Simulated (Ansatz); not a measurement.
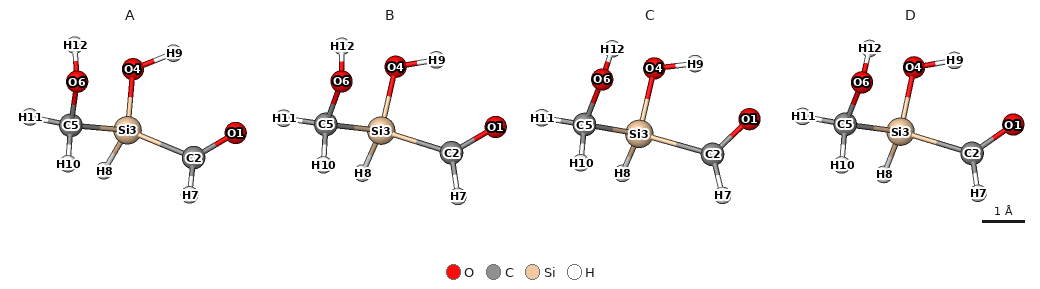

4 geometries from one relaxation of C2H6O3Si (coarse preliminary run), in shuffled order. Style: ball-and-stick. Shown at a tilt.

The start comes from a force field.

These are results of RKS PBE-D4/def2-SVP (Ansatz 0.2.0), not measurements. Settings: force threshold 0.03 eV/Å; at most 200 steps.

**Order the frames from highest to lowest energy.**

A, B, D, C. They are steps 0, 2, 3, 10, at +0.601 eV, +0.220 eV, +0.036 eV relative to the last. Over 10 geometry steps the energy falls by 0.601 eV. Largest force component: 3.1 eV/Å at the start, 0.02 eV/Å at the end. The largest move after the best rigid fit is that of H12, 0.52 Å. Largest moves by element: H 0.52 Å, O 0.38 Å, Si 0.22 Å, C 0.15 Å. Some distances before and after: C2–Si3 1.856 → 1.945 Å, O4–H9 1.042 → 0.987 Å, C5–H10 1.065 → 1.112 Å, C5–O6 1.457 → 1.422 Å. Among the angles between lasting bonds that change: C2–Si3–O4 115.5° → 99.0°, C5–Si3–H8 104.6° → 114.3°, Si3–C5–O6 117.0° → 107.6°. Cost: 97 s on 4 threads of Intel Xeon @ 2.50GHz, with other jobs on the host.
